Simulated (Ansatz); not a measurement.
# NbWCN: from a guess to a relaxed structure, part 2 of 2

The task: take a trial cell of NbWCN to zero force and stress.

Ansatz 0.2.0; DFT PBE, scalar-relativistic, plane waves, PAW.

## (4) Full relaxation

The end of the coarse run is made exact in the group found at a tolerance of 0.06 Å and reduced to its primitive cell. The moments had died out, so spin is switched off.

input.yaml

```yaml
crystal:
  lattice:
    - [3.9576994803, 0.0, 0.0]
    - [0.0, 3.9576994803, 0.0]
    - [0.0, 0.0, 3.9730398896]
  atoms:
    - { symbol: Nb, position: [0.5, 0.5, 0.5] }
    - { symbol: W, position: [0.0, 0.0, 0.5] }
    - { symbol: C, position: [0.5, 0.5, 0.0] }
    - { symbol: "N", position: [0.0, 0.0, 0.0] }
basis:
  ecutwfc: 420
kpoints:
  mp_grid: { grid: [12, 12, 12] }
hamiltonian:
  xc: pbe
scf:
  occupations: { method: gaussian, width: 0.1 }
output:
  forces: true
  stress: true
  eigenvalues: true
  write_density: true
  write_potential: true
  elf: true
  volumetric_format: npy
relax:
  adjacent_minimum: "off"
  f_tol: 0.01
  max_steps: 80
  cell: { stress_tol: 0.05 }
```

Run with:

```console
$ ansatz run input.yaml --threads 1 --pin off --max-ram 2560MiB --backend cpu --events-out ev --progress --plain --runs-dir out
```

What it wrote:

```text
Warning: RAYON_NUM_THREADS=1 ignored (pool sized by the plan → 1); use --threads N
Engine: ansatz 0.2.0, x86_64-unknown-linux-gnu
Pseudopotentials: kind: paw
Pseudopotential: Nb, paw, valence charge 13, recommended cutoff 420 eV (normal), Nb.paw.azcp
Pseudopotential: W, paw, valence charge 14, recommended cutoff 420 eV (normal), W.paw.azcp
Pseudopotential: C, paw, valence charge 4, recommended cutoff 420 eV (normal), C.paw.azcp
Pseudopotential: N, paw, valence charge 5, recommended cutoff 420 eV (normal), N.paw.azcp
Functional definition: PBE
  parameter kappa = 0.804
  parameter beta = 0.06672455060314922
  exchange = pbe_x(kappa = kappa, mu = beta*pi^2/3)
  correlation = pbe_c(beta = beta)
Crystal: 4 atoms, lattice volume = 62.231 Å³
Basis set: ecut = 420 eV, 1221 PW (Γ), exchange–correlation on 54×54×54 points (8 copies of the dense FFT grid, shifted against one another)
Bands: 22, of which v1, the nominal top of the filled ones, is band 18 counted from 1 (17 counted from 0)
Symmetry: 16 space group operations
Space group: P4/mmm (ITA 123), of the structure as read, at distance tolerance 4.0e-5 Å
k-points: 196 of 1728
Non-local potential: Nb, projectors of the file, l = 0: 3, l = 1: 2, l = 2: 2, l = 3: 1
Non-local potential: W, projectors of the file, l = 0: 3, l = 1: 2, l = 2: 2, l = 3: 1
Non-local potential: C, projectors of the file, l = 0: 2, l = 1: 2, l = 2: 1
Non-local potential: N, projectors of the file, l = 0: 2, l = 1: 2, l = 2: 1
PAW form: soft (Blöchl's): semilocal exchange-correlation on the pseudo side does not see the compensation charge
PAW one-centre angular grid: Nb, 590 points (default); XC on 64 Gauss nodes
PAW one-centre angular grid: W, 590 points (default); XC on 64 Gauss nodes
PAW one-centre angular grid: C, 110 points (default); XC on 64 Gauss nodes
PAW one-centre angular grid: N, 110 points (default); XC on 64 Gauss nodes
Initial density: superposition of atomic densities (neutral atoms: chi_scale 0, normalization atom), corrected by the library's trained network
Initial wavefunctions: pseudopotential atomic-orbital guess
Functional: x = pbe(κ = 0.804, μ = 0.2195149727645171), c = pbe(β = 0.06672455060314922)
SCF iter   1: F=—  HF=-15565.527830 eV  |F-HF|=—  |Δ(HF+E_count)|=         —  Δρ=1.51e-2  dr2=2.02e-1  ethr=1.77e-3  ⟨swp⟩=5.0  Hψ=18959  notcnv=0
preconditioner: auto → Kerker (q_TF=auto, 2.490 Å⁻¹)  [metal: Δε(μ)=0.004 eV  Ē_g=5.601 eV  σ=0.100 eV  W_gap=0.03  n_scr=18 (ndim 8)  ℏωp=21.1 eV  f_vac=0.000  D(μ)=4.37/eV (n_scr^D=56)]
SCF iter   2: F=—  HF=-15565.506121 eV  |F-HF|=—  |Δ(HF+E_count)|=   2.17e-2  Δρ=5.97e-3  dr2=2.94e-2  ethr=5.62e-4  ⟨swp⟩=1.0  Hψ=5890  notcnv=0
SCF iter   3: F=—  HF=-15565.502328 eV  |F-HF|=—  |Δ(HF+E_count)|=   3.79e-3  Δρ=1.42e-3  dr2=9.65e-4  ethr=8.16e-5  ⟨swp⟩=1.8  Hψ=5073  notcnv=0
SCF iter   4: F=—  HF=-15565.502279 eV  |F-HF|=—  |Δ(HF+E_count)|=   4.91e-5  Δρ=1.97e-4  dr2=2.06e-5  ethr=2.68e-6  ⟨swp⟩=2.3  Hψ=5920  notcnv=0
SCF iter   5: F=—  HF=-15565.502299 eV  |F-HF|=—  |Δ(HF+E_count)|=   2.09e-5  Δρ=5.63e-5  dr2=2.71e-6  ethr=5.71e-8  ⟨swp⟩=2.6  Hψ=7022  notcnv=0  defer=2
SCF iter   6: F=—  HF=-15565.502300 eV  |F-HF|=—  |Δ(HF+E_count)|=   8.30e-7  Δρ=1.55e-5  dr2=1.59e-7  ethr=7.53e-9  ⟨swp⟩=2.0  Hψ=5818  notcnv=0  defer=2
SCF iter   7: F=-15565.502300 eV  HF=-15565.502300 eV  |F-HF|=1.17e-8  |Δ(HF+E_count)|=   1.01e-7  Δρ=4.53e-6  dr2=1.46e-8  ethr=2.78e-10  ⟨swp⟩=8.4  Hψ=26183  notcnv=0
SCF 1 converged in 7 iterations: F = -15565.502300 eV  dr2 = 1.46e-8
relax step   1: F+E_penalty+E_count = -15565.50230036 eV  Δ(F+E_penalty+E_count) = +0.000e0 eV  max|allowed force component| = 5.290e-29 eV/Å  Δτ_max = 0.0000 Å  P = +0.238 GPa  Ω = 62.231 Å³  (7 SCF iters, dr2 threshold 1.00e-7 eV, accepted)
Crystal: 4 atoms, lattice volume = 63.296 Å³
Basis set: ecut = 420 eV, 1237 PW (Γ), exchange–correlation on 54×54×54 points (8 copies of the dense FFT grid, shifted against one another)
Initial density: handed on by an earlier stage of this run
Initial wavefunctions: those handed on with the density
iter 1 solved again at ethr=8.05e-5 eV; its pass at ethr=3.10e-3 eV (dr2=2.90e-2 eV) is discarded
SCF iter   1: F=—  HF=-15565.506239 eV  |F-HF|=—  |Δ(HF+E_count)|=         —  Δρ=4.56e-3  dr2=2.84e-2  ethr=8.05e-5  ⟨swp⟩=1.0  Hψ=25635  notcnv=0
preconditioner: auto → Kerker (q_TF=auto, 2.483 Å⁻¹)  [metal: Δε(μ)=0.005 eV  Ē_g=5.623 eV  σ=0.100 eV  W_gap=0.03  n_scr=18 (ndim 8)  ℏωp=20.9 eV  f_vac=0.000  D(μ)=4.09/eV (n_scr^D=32)]
SCF iter   2: F=—  HF=-15565.503320 eV  |F-HF|=—  |Δ(HF+E_count)|=   2.92e-3  Δρ=1.56e-3  dr2=3.97e-3  ethr=7.89e-5  ⟨swp⟩=1.4  Hψ=4420  notcnv=0
SCF iter   3: F=—  HF=-15565.502680 eV  |F-HF|=—  |Δ(HF+E_count)|=   6.40e-4  Δρ=4.18e-4  dr2=2.19e-4  ethr=1.10e-5  ⟨swp⟩=1.6  Hψ=4650  notcnv=0
SCF iter   4: F=—  HF=-15565.502630 eV  |F-HF|=—  |Δ(HF+E_count)|=   5.07e-5  Δρ=1.71e-4  dr2=1.93e-5  ethr=6.08e-7  ⟨swp⟩=2.1  Hψ=5605  notcnv=0
SCF iter   5: F=—  HF=-15565.502630 eV  |F-HF|=—  |Δ(HF+E_count)|=   9.91e-7  Δρ=4.35e-5  dr2=1.36e-6  ethr=5.36e-8  ⟨swp⟩=2.0  Hψ=6074  notcnv=0
SCF iter   6: F=-15565.502631 eV  HF=-15565.502632 eV  |F-HF|=9.93e-9  |Δ(HF+E_count)|=   1.00e-6  Δρ=1.25e-5  dr2=9.80e-8  ethr=1.11e-9  ⟨swp⟩=10.1  Hψ=31772  notcnv=0
SCF 2 converged in 6 iterations: F = -15565.502631 eV  dr2 = 9.80e-8
relax step   2: F+E_penalty+E_count = -15565.50263149 eV  Δ(F+E_penalty+E_count) = -3.311e-4 eV  max|allowed force component| = 2.330e-30 eV/Å  Δτ_max = 0.0000 Å  P = -1.169 GPa  Ω = 63.296 Å³  energy of the carried Pulay correction = -1.511e-3 eV  (6 SCF iters, dr2 threshold 4.00e-7 eV, accepted)
Crystal: 4 atoms, lattice volume = 62.890 Å³
Basis set: ecut = 420 eV, 1229 PW (Γ), exchange–correlation on 54×54×54 points (8 copies of the dense FFT grid, shifted against one another)
iter 1 solved again at ethr=1.71e-4 eV; its pass at ethr=3.10e-3 eV (dr2=6.14e-2 eV) is discarded
SCF iter   1: F=—  HF=-15565.507989 eV  |F-HF|=—  |Δ(HF+E_count)|=         —  Δρ=7.16e-3  dr2=6.06e-2  ethr=1.71e-4  ⟨swp⟩=1.0  Hψ=25534  notcnv=0
preconditioner: auto → Kerker (q_TF=auto, 2.486 Å⁻¹)  [metal: Δε(μ)=0.006 eV  Ē_g=5.675 eV  σ=0.100 eV  W_gap=0.03  n_scr=18 (ndim 8)  ℏωp=20.9 eV  f_vac=0.000  D(μ)=3.90/eV (n_scr^D=32)]
SCF iter   2: F=—  HF=-15565.501927 eV  |F-HF|=—  |Δ(HF+E_count)|=   6.06e-3  Δρ=2.54e-3  dr2=7.53e-3  ethr=1.68e-4  ⟨swp⟩=1.2  Hψ=4352  notcnv=0
SCF iter   3: F=—  HF=-15565.500750 eV  |F-HF|=—  |Δ(HF+E_count)|=   1.18e-3  Δρ=7.02e-4  dr2=3.04e-4  ethr=2.09e-5  ⟨swp⟩=1.3  Hψ=4412  notcnv=0
SCF iter   4: F=—  HF=-15565.500705 eV  |F-HF|=—  |Δ(HF+E_count)|=   4.49e-5  Δρ=1.57e-4  dr2=1.34e-5  ethr=8.45e-7  ⟨swp⟩=2.0  Hψ=5666  notcnv=0
SCF iter   5: F=—  HF=-15565.500704 eV  |F-HF|=—  |Δ(HF+E_count)|=   1.30e-6  Δρ=4.51e-5  dr2=1.04e-6  ethr=3.72e-8  ⟨swp⟩=2.0  Hψ=5986  notcnv=0
SCF iter   6: F=-15565.500704 eV  HF=-15565.500704 eV  |F-HF|=4.93e-8  |Δ(HF+E_count)|=   3.79e-8  Δρ=9.58e-6  dr2=7.63e-8  ethr=1.11e-9  ⟨swp⟩=9.9  Hψ=31086  notcnv=0
the search or the solves at the SCF's close seem to have found levels that the self-consistency loop had missed (the run counts 1). By its estimate they hold under 1e-12 electrons; where the run keeps them, the occupations were computed again with them
SCF 3 converged in 6 iterations: F = -15565.500704 eV  dr2 = 7.63e-8
relax step   3: F+E_penalty+E_count = -15565.50070412 eV  Δ(F+E_penalty+E_count) = +1.927e-3 eV  max|allowed force component| = 2.839e-29 eV/Å  Δτ_max = 0.0000 Å  P = +1.338 GPa  Ω = 62.890 Å³  energy of the carried Pulay correction = -8.250e-4 eV  (6 SCF iters, dr2 threshold 4.00e-7 eV, rejected (line search))
[... 14 lines left out ...]
relax step   4: F+E_penalty+E_count = -15565.50497883 eV  Δ(F+E_penalty+E_count) = -2.347e-3 eV  max|allowed force component| = 1.402e-29 eV/Å  Δτ_max = 0.0000 Å  P = -0.005 GPa  Ω = 62.917 Å³  energy of the carried Pulay correction = -9.365e-4 eV  (9 SCF iters, accepted)
[... 11 lines left out ...]
relax step   5: F+E_penalty+E_count = -15565.50602090 eV  Δ(F+E_penalty+E_count) = -1.042e-3 eV  max|allowed force component| = 3.747e-30 eV/Å  Δτ_max = 0.0000 Å  P = +0.017 GPa  Ω = 62.917 Å³  stress off target by 5.05e-2 GPa  SCF on the basis re-selected at this cell (its energy is not comparable with the rows above)  (6 SCF iters)
[... 11 lines left out ...]
relax step   6: F+E_penalty+E_count = -15565.50598156 eV  Δ(F+E_penalty+E_count) = +3.934e-5 eV  max|allowed force component| = 2.830e-29 eV/Å  Δτ_max = 0.0000 Å  P = +0.003 GPa  Ω = 62.953 Å³  energy of the carried Pulay correction = -5.009e-5 eV  (6 SCF iters, dr2 threshold 6.37e-9 eV, accepted)
iter 1 solved again at ethr=2.42e-8 eV; its pass at ethr=3.10e-3 eV (dr2=8.72e-6 eV) is discarded
SCF iter   1: F=—  HF=-15565.506027 eV  |F-HF|=—  |Δ(HF+E_count)|=         —  Δρ=7.75e-6  dr2=7.54e-9  ethr=2.42e-8  ⟨swp⟩=3.5  Hψ=31379  notcnv=0
preconditioner: auto → Kerker (q_TF=auto, 2.486 Å⁻¹)  [metal: Δε(μ)=0.006 eV  Ē_g=5.627 eV  σ=0.100 eV  W_gap=0.04  n_scr=18 (ndim 8)  ℏωp=20.9 eV  f_vac=0.000  D(μ)=4.19/eV (n_scr^D=32)]
SCF iter   2: F=—  HF=-15565.506026 eV  |F-HF|=—  |Δ(HF+E_count)|=   1.67e-6  Δρ=3.82e-6  dr2=2.53e-9  ethr=2.09e-11  ⟨swp⟩=3.4  Hψ=11036  notcnv=0
SCF iter   3: F=—  HF=-15565.506026 eV  |F-HF|=—  |Δ(HF+E_count)|=  9.73e-10  Δρ=2.63e-6  dr2=1.07e-9  ethr=7.03e-12  ⟨swp⟩=1.0  Hψ=4312  notcnv=0
SCF iter   4: F=—  HF=-15565.506026 eV  |F-HF|=—  |Δ(HF+E_count)|=   1.08e-9  Δρ=4.00e-7  dr2=5.04e-11  ethr=2.97e-12  ⟨swp⟩=2.0  Hψ=5842  notcnv=0
iter 5 did not close the SCF: its close was put off for the readings that it lacked (scf_convergence_deferred on its scf_iter line)
SCF iter   5: F=-15565.506026 eV  HF=-15565.506026 eV  |F-HF|=9.09e-12  |Δ(HF+E_count)|=  3.46e-11  Δρ=1.89e-7  dr2=7.93e-12  ethr=1.00e-12  ⟨swp⟩=1.0  Hψ=4312  notcnv=0
SCF iter   6: F=-15565.506026 eV  HF=-15565.506026 eV  |F-HF|=1.27e-11  |Δ(HF+E_count)|=  1.82e-12  Δρ=1.51e-7  dr2=2.64e-12  ethr=1.00e-12  ⟨swp⟩=4.1  Hψ=17470  notcnv=0
SCF 7 converged in 6 iterations: F = -15565.506026 eV  dr2 = 2.64e-12
relax step   7: F+E_penalty+E_count = -15565.50602574 eV  Δ(F+E_penalty+E_count) = -4.418e-5 eV  max|allowed force component| = 9.590e-30 eV/Å  Δτ_max = 0.0000 Å  P = +0.003 GPa  Ω = 62.953 Å³  stress off target by 6.86e-3 GPa  SCF on the basis re-selected at this cell (its energy is not comparable with the rows above)  (6 SCF iters)
basis re-selected at this cell: Δ(F+E_penalty+E_count) = -4.418e-5 eV, ΔP = +0.000 GPa vs the last step (what re-selecting the basis moved, of the pressure what is left beyond the Pulay correction that the steps carried, after the strain that the cell walked since its last selection, with what the two solves' SCF thresholds leave and, on support functions, any second-order correction that the steps lacked; it is no measure of the basis error at this ecutwfc). This SCF's stress stands 6.86e-3 GPa from its target on what of the cell is left free (relax.cell.stress_tol is 5.00e-2 GPa) and its largest allowed force component is 9.59e-30 eV/Å (relax.f_tol is 1.00e-2 eV/Å): within both
SCF converged after 6 iterations
Free energy (F): -15565.506026 eV
Harris-Foulkes:  -15565.506026 eV  (|F-HF|=1.27e-11)
Internal energy: -15565.485067 eV  (E = F + TS)
E sigma→0 (E₀):  -15565.495546 eV
Entropy (-TS):   -0.020959 eV (-5.240 meV/atom)
Fermi energy:    11.374630 eV
--- Per-component energies (eV) ---
  E_band       = -340.487285
  E_kinetic    = 1047.539633
  E_local      = -2256.037361  (includes V_loc(G=0)·N_el)
  E_nonlocal   = 197.070909
  E_hartree    = 752.561219
  E_xc         = -543.716475
  E_vxc        = -578.328447  (∫ρ·V_xc dr)
  E_paw        = -11860.417489  (= ΣΔE_a)
  E_vpaw       = -255.854488  (= ΣTr[D̂ρ^β])
  E_aug_tail   = 0.000028  (compensation charges beyond the density's cutoff)
  E_ewald      = -2902.485531
  E_smearing   = -0.020959  (= −TS)
  E_closure    = 0.000000  (closes the sum)
  Σ components = -15565.506026   (vs F -15565.506026, Δ=0.00e0)
--- Forces (eV/Å), atoms counted from 1 ---
  atom   1  Nb     0.00000000     0.00000000     0.00000000
  atom   2  W      0.00000000    -0.00000000     0.00000000
  atom   3  C      0.00000000     0.00000000     0.00000000
  atom   4  N      0.00000000    -0.00000000     0.00000000
  max |Σ_I F_I| component: 1.98e-29 eV/Å
--- Stress (GPa, compression-positive) ---
        0.006861      -0.000000       0.000000
       -0.000000       0.006861      -0.000000
        0.000000      -0.000000      -0.003786
  P = ⅓ Tr σ = 0.0033 GPa (0.033 kbar)
--- Band table (eV; the first three rows and the last of 196) ---
  k-point 0: bands = ["-62.4045", "-42.9513", "-26.7262", "-26.6418", "-26.6418", "-19.2073", "-19.0804", "-19.0804", "-2.8975", "1.6736", "7.1474", "8.2539", "8.9564", "9.2985", "9.2985", "9.8125", "11.0720", "11.0720", "12.6992", "12.8358", "12.8358", "14.0850"]
  k-point 1: bands = ["-62.4045", "-42.9512", "-26.7284", "-26.6416", "-26.6416", "-19.2105", "-19.0800", "-19.0800", "-2.8147", "1.7711", "7.1520", "8.2669", "8.9616", "8.9923", "8.9923", "9.4340", "11.4681", "11.4681", "12.2565", "12.5029", "12.5029", "14.5246"]
  k-point 2: bands = ["-62.4045", "-42.9512", "-26.7345", "-26.6411", "-26.6411", "-19.2193", "-19.0788", "-19.0788", "-2.5758", "2.0579", "7.1581", "8.3028", "8.4518", "8.4518", "8.5132", "8.9756", "11.2142", "11.8093", "11.8093", "12.4635", "12.4635", "15.3331"]
  k-point 195: bands = ["-62.4039", "-42.9488", "-26.7560", "-26.6586", "-26.6586", "-19.2501", "-19.0907", "-19.0907", "-1.0210", "3.9240", "5.4717", "6.2067", "6.2067", "7.2956", "9.0559", "9.5260", "11.1546", "11.1546", "12.6678", "13.4887", "13.8850", "13.8850"]
--- Relaxed structure (5 steps of the walk, 4 accepted, 2 SCFs on fresh bases) ---
  F+E_penalty+E_count = -15565.50602574 eV   max|allowed force component| = 9.590e-30 eV/Å   (the final SCF, on the basis selected at the relaxed cell)
  cell:  # Å, volume = 62.9529 Å³
    - [3.9894281146125707, 1.0578963968469635e-33, 1.370456993996114e-33]
    - [8.655515974202429e-34, 3.9894281146125707, -8.032693626210944e-87]
    - [9.895883207564935e-34, 2.0159572724463533e-87, 3.9554390030762376]
  atoms:
    - { symbol: Nb, position: [0.49999999999999994, 0.49999999999999994, 0.5] }
    - { symbol: W, position: [7.302919630027045e-35, -7.298865381348336e-34, 0.5] }
    - { symbol: C, position: [0.49999999999999994, 0.49999999999999994, 1.427709800936339e-34] }
    - { symbol: N, position: [-2.4216339223197724e-35, -3.405895606124314e-34, -1.4276506273874447e-34] }
```

Wall time 1.7 min (1 thread of AMD EPYC 7R43 (Zen 3), shared host); peak memory 0.59 GiB.

Relaxation path:

```
step  E - E(step 1) (eV/cell)  largest force component (eV/Å)  pressure (GPa)  volume (Å³)
   1                   0.0000                          0.0000            0.24        62.23
   2                  -0.0003                          0.0000           -1.17        63.30
   3                   0.0016                          0.0000            1.34        62.89
   4                  -0.0027                          0.0000           -0.01        62.92
   5                  -0.0037                          0.0000            0.02        62.92
   6                  -0.0037                          0.0000            0.00        62.95
   7                  -0.0037                          0.0000            0.00        62.95
```

Step 1 is the start. Steps 5, 7 each repeat the geometry before them on a plane-wave basis chosen anew, so the energy can jump there without any move. Step 3 was tried and not accepted.

|  | before | after | change |
| --- | --- | --- | --- |
| a (Å) | 3.958 | 3.989 | +0.8 % |
| b (Å) | 3.958 | 3.989 | +0.8 % |
| c (Å) | 3.973 | 3.955 | -0.4 % |
| volume (Å³/atom) | 15.56 | 15.74 | +1.2 % |
| shortest distance (Å) | 1.987 | 1.978 | -0.4 % |
| space group (0.01 Å) | P4/mmm | P4/mmm | same |

Forces and stress were held to the start's 16 operations: a distortion of lower symmetry was not tested.

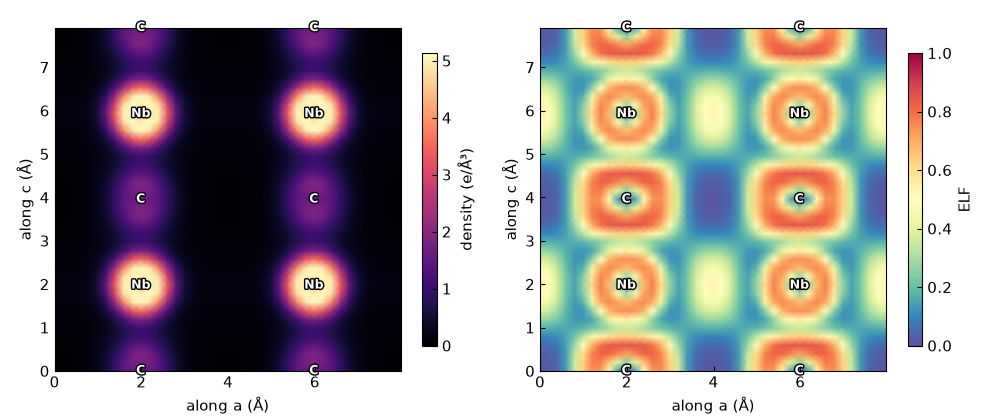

Density (left) and ELF (right) in a lattice plane of the grid's cell (edges 3.99 and 3.96 Å, at 0.500 of the third edge), which holds Nb and C. Only atoms in the plane are labelled. Both are smooth fields of the valence electrons: close to the nuclei they are not physical.

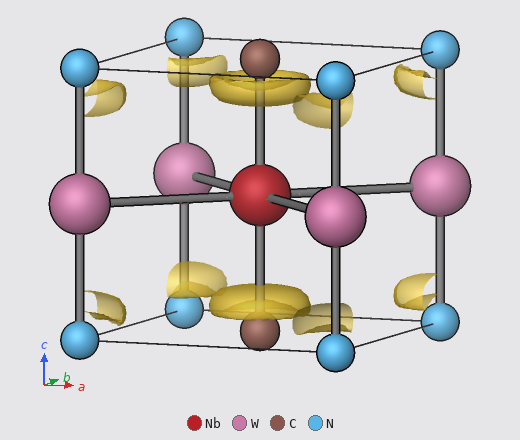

Surface of ELF = 0.79, drawn in one cell.

Maxima of ELF outside the ion cores: 0.88 in the shell around N, 0.6 Å from N; 0.85 in the shell around C, 0.6 Å from C; 0.54 between the atoms, 2.0 Å from Nb.

## (5) What came out

The summary covers parts 1 to 2. Changes of volume or cell count from the first structure of part 1.

| quantity | value |
| --- | --- |
| symmetry at the end (tolerance 0.05 Å) | space group P4/mmm (No. 123) |
| conventional cell | a = 3.989 Å, b = 3.989 Å, c = 3.955 Å, α = 90.00°, β = 90.00°, γ = 90.00° |
| volume | 15.74 Å³/atom |
| energy over the elements (uncorrected; H, N, O, F and Cl as molecules) | +1.64 eV/atom |
| gap on the mesh | none (metal) |

In words: The space group P4/mmm (No. 123) is kept, and the volume per atom grows by 6.2 % from the first guess. The formation energy is positive, so the separate elements lie lower. No finished test with a distortion of lower symmetry is shown, so the end may be a saddle point. The runs treat W without spin-orbit coupling. Other magnetic orders were not searched.
